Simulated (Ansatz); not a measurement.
# CH₃BS: ionisation energy by level of theory

How much energy removes an electron from CH₃BS at fixed geometry? The cation is run at each level and the neutral's energy taken from earlier runs.

The runs use Ansatz 0.2.0, Gaussian basis; unrestricted cation, the program's frozen cores in correlated methods.

The runs, in order: UKS PBE-D4/def2-TZVPP; UKS r2SCAN-D4/def2-TZVPP; UKS PBE0-D4/def2-TZVPP; UKS B3LYP-D4/def2-TZVPP; UKS wB97X-V/def2-TZVPP; UKS wB97M-V/def2-TZVPP; UKS B2PLYP/def2-TZVPP; UHF-CCSD(T)/def2-TZVPP; UHF-MP2/def2-QZVPP; extrapolation to the limit; then −ε(HOMO) from the neutral's earlier runs with LDA (SPW92), PBE-D4, revPBE-D4, BLYP-D4, r2SCAN-D4, B97M-V, PBE0-D4, B3LYP-D4, r2SCANh-D4, r2SCAN0-D4, HSE06-D4, BHLYP-D4, CAM-B3LYP-D4, LC-ωPBE, ωB97X-V, ωB97M-V.

### 1 Structure used throughout

The geometry comes from an earlier relaxation with PBE0-D4 in a triple-zeta def2 set; it is a stationary point.

SMILES `BC=S`, 6 atoms, charge 0, spin multiplicity 1.

Atoms are counted from 1 here; the program's logs count them from 0.

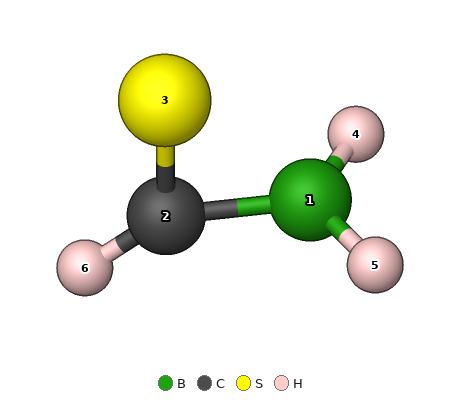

The geometry (boron green, carbon dark grey, sulfur yellow, hydrogen pink); atoms are numbered from 1 in the order of the file.

### 2 Cation, UKS PBE-D4/def2-TZVPP

Input file in.yaml:

```yaml
crystal:
  periodic: [false, false, false]
  atoms:
    - {symbol: B, position_ang: [-0.561139, -0.255700, -0.375595]}
    - {symbol: C, position_ang: [0.645909, 0.481689, 0.195995]}
    - {symbol: S, position_ang: [0.695897, -0.654578, 1.349766]}
    - {symbol: H, position_ang: [-0.393089, -1.058683, -1.246131]}
    - {symbol: H, position_ang: [-1.660003, 0.093196, -0.056791]}
    - {symbol: H, position_ang: [1.314523, 1.329975, 0.086558]}
basis:
  gaussian: {orbitals: def2-TZVPP}
total_charge: 1
magnetization: {spin_polarized: true, initial_magnetization: 1}
hamiltonian: {xc: pbe, dispersion: d4}
```

On the command line:

```
> ansatz run in.yaml --threads 2 --pin off --events-out ev --progress --plain --max-ram 4352MiB
```

Further steps of the session: Cation, UKS r2SCAN-D4/def2-TZVPP; Cation, UKS PBE0-D4/def2-TZVPP; Cation, UKS B3LYP-D4/def2-TZVPP; Cation, UKS wB97X-V/def2-TZVPP; Cation, UKS wB97M-V/def2-TZVPP; Cation, UKS B2PLYP (frozen core)/def2-TZVPP; Cation, UHF-CCSD(T)/def2-TZVPP; Cation, UHF-MP2/def2-QZVPP.

**Question.** What will the summary of the whole plan be? Wanted: ionisation energy, CCSD(T)/CBS; nearest functional by difference; nearest −ε(HOMO); −ε(HOMO) of PBE; T1 of the cation.

**Answer**, as computed:

| quantity | value |
| --- | --- |
| ionisation energy, CCSD(T)/CBS | 10.10 eV |
| nearest functional by difference | B3LYP-D4 (-0.14 eV) |
| nearest −ε(HOMO) | LC-ωPBE (+0.14 eV) |
| −ε(HOMO) of PBE | 6.50 eV |
| T1 of the cation | 0.035 |

What this shows: Energy differences with functionals land within 0.23 eV of the reference. The PBE orbital energy is 3.6 eV too small: a semilocal HOMO is no ionisation energy. Among orbital estimates LC-ωPBE comes nearest. Hartree-Fock falls 1.38 eV short, as the neutral has more correlation energy than the cation. The cation's T1 (from the report) is 0.035, near the customary mark of 0.045 for open shells, so the coupled-cluster value is less safe. The cation may have settled in a state other than its lowest; no search over hole states beyond the program's own was made.
